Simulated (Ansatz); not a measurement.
## Geometry relaxation, with input and output: CH3F3Ge

System: CH3F3Ge.
Method: RKS PBE-D4/def2-SVP (Ansatz 0.2.0).

The geometry: force-field start. Figures and captions count atoms from 1; the log counts them from 0 in places.

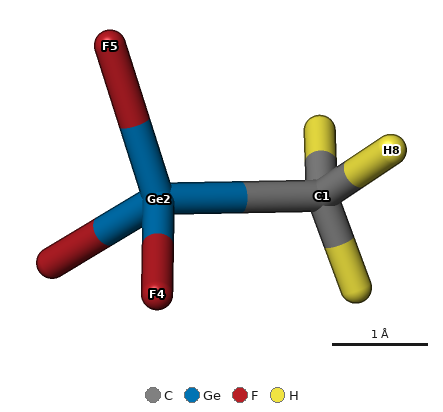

The structure as given in the input (stick view, seen at a tilt; atoms are numbered from 1 in the order of the input). Sticks mark near contacts.

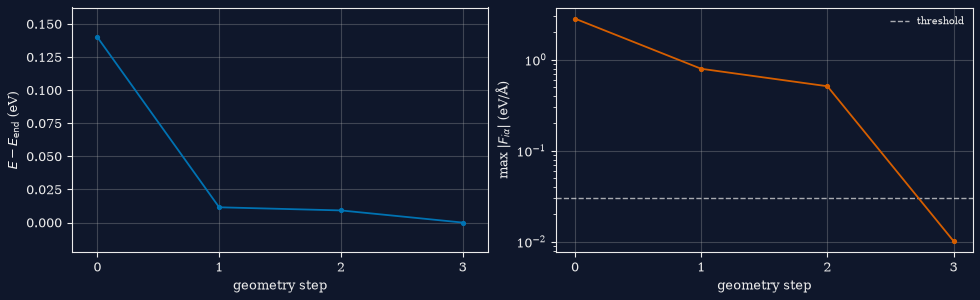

Progress of the relaxation, step by step (the first geometry is step 0 here and step 1 in the log).

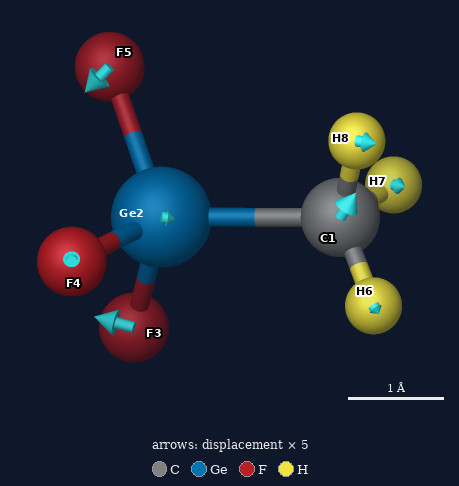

The starting structure with the displacements as teal arrows, magnified 5 times (ball-and-stick view, seen at a tilt). The two geometries are laid on each other by the best rigid fit. F3 moves most after the best rigid fit: 0.089 Å. By element the largest moves are F 0.089 Å, C 0.068 Å, H 0.045 Å, Ge 0.029 Å. Distances before and after: C1–H8 1.155 → 1.106 Å, C1–H6 1.059 → 1.106 Å, Ge2–F3 1.726 → 1.739 Å, C1–Ge2 1.917 → 1.929 Å. Among the angles that change: C1–Ge2–F3 107.4° → 113.1°, F3–Ge2–F5 109.9° → 105.6°, Ge2–C1–H6 113.0° → 109.1°. Over 3 geometry steps the energy falls by 0.140 eV. Largest force component: 2.8 eV/Å at the start, 0.01 eV/Å at the end. (Atoms are counted from 1 in the order of the input.)

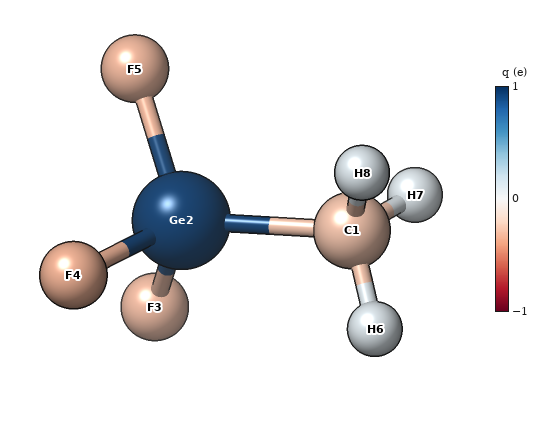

Mulliken charges, as the colour of each atom (ball-and-stick view, seen at a tilt; atoms are numbered from 1 in the order of the input; Mulliken charges depend strongly on the basis). By element: C −0.27, Ge +0.96, F −0.33 and H +0.10 e.

These pictures come from the run below.

Input file
```yaml
crystal:
  periodic: [false, false, false]
  atoms:
    - {symbol: C, position_ang: [-0.831800, -0.252400, 0.562200]}
    - {symbol: Ge, position_ang: [0.727500, 0.161400, -0.473200]}
    - {symbol: F, position_ang: [2.064000, -0.649800, 0.257600]}
    - {symbol: F, position_ang: [0.600900, -0.405600, -2.120500]}
    - {symbol: F, position_ang: [1.025500, 1.888300, -0.511800]}
    - {symbol: H, position_ang: [-1.065100, -1.285400, 0.562800]}
    - {symbol: H, position_ang: [-0.724400, 0.161400, 1.593300]}
    - {symbol: H, position_ang: [-1.704500, 0.324900, 0.073800]}
basis:
  gaussian: {orbitals: def2-SVP}
hamiltonian: {xc: pbe, dispersion: d4}
relax: {f_tol: 0.03, max_steps: 200}
```

Launch command:
```bash
ansatz run in.yaml --threads 4 --pin off --events-out ev --progress --plain --max-ram 10444MiB
```

Log
```
Functional definition: PBE
  name "PBE"
  cite "Perdew, Burke & Ernzerhof, Phys. Rev. Lett. 77, 3865 (1996) doi:10.1103/PhysRevLett.77.3865"
  parent pbe
  parameter kappa = 0.804
  parameter beta = 0.06672455060314922
  exchange = pbe_x(kappa = kappa, mu = beta*pi^2/3)
  correlation = pbe_c(beta = beta)
1127 factors; their error is unknown
mean field evaluation 1: about -65715.7882 eV, gradient 7.4e1 eV
mean field evaluation 2: about -65695.9346 eV, gradient 1.3e2 eV
mean field evaluation 4: about -65725.8846 eV, gradient 7.0e0 eV
mean field evaluation 8: about -65725.9925 eV, gradient 1.4e-1 eV
mean field evaluation 16: about -65725.9216 eV, gradient 1.1e-4 eV
mean field -65725.92164713 eV, -2415.3830699023 hartree, gradient 2.1e-5 eV, S^2 0.000000; 0 other end points of the search recorded, 0 dependent functions left out
the calculation of the forces begins
reference -65725.92167881 eV, -2415.3830710664 hartree; 34, 34 occupied and 69, 69 virtual orbitals, 1127 factors
relax step   1: F+E_penalty+E_count = -65726.06066531 eV  Δ(F+E_penalty+E_count) = +0.000e0 eV  max|allowed force component| = 2.832e0 eV/Å  Δτ_max = 0.0000 Å  (27 SCF iters, accepted)
these checks for a lower state are left out or cut short: starts, cluster_reference, orbital_swaps, neighbouring_geometries, increment
1127 factors; their error is unknown
mean field -65726.05091166 eV, -2415.3878202860 hartree, gradient 2.6e-5 eV, S^2 0.000000; 0 other end points of the search recorded, 0 dependent functions left out
the calculation of the forces begins
reference -65726.05094350 eV, -2415.3878214563 hartree; 34, 34 occupied and 69, 69 virtual orbitals, 1127 factors
relax step   2: F+E_penalty+E_count = -65726.18918276 eV  Δ(F+E_penalty+E_count) = -1.285e-1 eV  max|allowed force component| = 7.964e-1 eV/Å  Δτ_max = 0.0872 Å  (27 SCF iters, accepted)
these checks for a lower state are left out or cut short: starts, cluster_reference, orbital_swaps, neighbouring_geometries, increment
1127 factors; their error is unknown
mean field evaluation 32: about -65726.0536 eV, gradient 1.1e-5 eV
mean field -65726.05364392 eV, -2415.3879206948 hartree, gradient 1.1e-5 eV, S^2 0.000000; 0 other end points of the search recorded, 0 dependent functions left out
the calculation of the forces begins
reference -65726.05367580 eV, -2415.3879218665 hartree; 34, 34 occupied and 69, 69 virtual orbitals, 1127 factors
relax step   3: F+E_penalty+E_count = -65726.19155545 eV  Δ(F+E_penalty+E_count) = -2.373e-3 eV  max|allowed force component| = 5.119e-1 eV/Å  Δτ_max = 0.0277 Å  (29 SCF iters, accepted)
these checks for a lower state are left out or cut short: starts, cluster_reference, orbital_swaps, neighbouring_geometries, increment
1127 factors; their error is unknown
mean field -65726.06239639 eV, -2415.3882423423 hartree, gradient 1.4e-5 eV, S^2 0.000000; 0 other end points of the search recorded, 0 dependent functions left out
the calculation of the forces begins
reference -65726.06242822 eV, -2415.3882435119 hartree; 34, 34 occupied and 69, 69 virtual orbitals, 1127 factors
relax step   4: F+E_penalty+E_count = -65726.20072554 eV  Δ(F+E_penalty+E_count) = -9.170e-3 eV  max|allowed force component| = 1.018e-2 eV/Å  Δτ_max = 0.0181 Å  (28 SCF iters, accepted)
1127 factors; their error is unknown
mean field -65726.06239639 eV, -2415.3882423423 hartree, gradient 1.4e-5 eV, S^2 0.000000; 1 other end points of the search recorded, 0 dependent functions left out
the calculation of the forces begins
reference -65726.06242822 eV, -2415.3882435119 hartree; 34, 34 occupied and 69, 69 virtual orbitals, 1127 factors
Total energy: -65726.20075736 eV, -2415.3933270142 hartree
Atom 0 at    -0.888618    -0.214177     0.561897 Å, force     0.005920     0.000392    -0.001956 eV/Å
Atom 1 at     0.711650     0.153234    -0.449922 Å, force    -0.010177    -0.000910     0.006016 eV/Å
Atom 2 at     2.127914    -0.609557     0.210582 Å, force     0.007886    -0.002857     0.004363 eV/Å
Atom 3 at     0.617705    -0.387319    -2.099997 Å, force    -0.001707    -0.002718    -0.009892 eV/Å
Atom 4 at     1.089046     1.848675    -0.534141 Å, force     0.004725     0.008353    -0.001429 eV/Å
Atom 5 at    -1.071781    -1.304804     0.567116 Å, force    -0.001598    -0.001809     0.000439 eV/Å
Atom 6 at    -0.751628     0.148647     1.597605 Å, force    -0.002171    -0.000433     0.003138 eV/Å
Atom 7 at    -1.742190     0.308101     0.091060 Å, force    -0.002877    -0.000018    -0.000680 eV/Å
Dipole moment:    -0.612475    -0.141132     0.387103 e Å
```

Trajectory as extended XYZ (Å, eV, eV/Å), 4 frames, from step=1 to step=4
```
8
Properties=species:S:1:pos:R:3:forces:R:3 step=1 energy=-65726.06066
C    -0.8318   -0.2524    0.5622   -1.1235   2.8324  -0.3583
Ge    0.7275    0.1614   -0.4732   -0.5215   0.1116  -0.0059
F     2.0640   -0.6498    0.2576    0.5921  -0.0150  -0.0439
F     0.6009   -0.4056   -2.1205    0.1759   0.1923   0.1782
F     1.0255    1.8883   -0.5118    0.1130  -0.4506  -0.1008
H    -1.0651   -1.2854    0.5628   -0.2287  -1.6948   0.0449
H    -0.7244    0.1614    1.5933    0.0883  -0.2629  -0.2616
H    -1.7045    0.3249    0.0738    0.9044  -0.7131   0.5473
8
Properties=species:S:1:pos:R:3:forces:R:3 step=2 energy=-65726.18918
C    -0.8789   -0.2272    0.5617   -0.4024   0.7964  -0.0824
Ge    0.7179    0.1443   -0.4485   -0.0585   0.1592  -0.1980
F     2.1321   -0.6186    0.2128    0.0488   0.0228   0.0086
F     0.6329   -0.3859   -2.1070    0.0132   0.0212   0.1154
F     1.0623    1.8541   -0.5329    0.0124  -0.2017   0.0331
H    -1.0885   -1.2995    0.5650   -0.0242  -0.4368   0.0578
H    -0.7412    0.1585    1.5926    0.0156  -0.1373  -0.0523
H    -1.7445    0.3171    0.1005    0.3951  -0.2239   0.1180
8
Properties=species:S:1:pos:R:3:forces:R:3 step=3 energy=-65726.19155
C    -0.9034   -0.2185    0.5715    0.5119   0.1295  -0.3412
Ge    0.7212    0.1527   -0.4606   -0.4556  -0.1278   0.3584
F     2.1334   -0.6100    0.2068    0.0386  -0.0075   0.0009
F     0.6314   -0.3858   -2.1089   -0.0007  -0.0169  -0.0766
F     1.0852    1.8494   -0.5319    0.0368   0.0696  -0.0230
H    -1.0807   -1.3073    0.5742   -0.0358  -0.0698   0.0154
H    -0.7495    0.1516    1.5999   -0.0214   0.0089   0.0679
H    -1.7456    0.3107    0.0932   -0.0737   0.0140  -0.0017
8
Properties=species:S:1:pos:R:3:forces:R:3 step=4 energy=-65726.20073
C    -0.8886   -0.2142    0.5619    0.0059   0.0004  -0.0020
Ge    0.7117    0.1532   -0.4499   -0.0102  -0.0009   0.0060
F     2.1279   -0.6096    0.2106    0.0079  -0.0029   0.0044
F     0.6177   -0.3873   -2.1000   -0.0017  -0.0027  -0.0099
F     1.0890    1.8487   -0.5341    0.0047   0.0084  -0.0014
H    -1.0718   -1.3048    0.5671   -0.0016  -0.0018   0.0004
H    -0.7516    0.1486    1.5976   -0.0022  -0.0004   0.0031
H    -1.7422    0.3081    0.0911   -0.0029   0.0000  -0.0007
```

Summary

```csv
quantity,value
outcome,converged
total energy,−65726.2008 eV
mean-field energy,−65726.0624 eV
dispersion energy,−0.1383 eV
SCF solution under orbital rotations,stable
largest force (length of the vector) at the end,0.012 eV/Å
dipole moment,3.55 D
hardware,"4 threads of AMD EPYC, 23 GiB of memory available, shared host"
wall time,4.2 s (CPU time 14 s)
peak memory,0.17 GiB
```
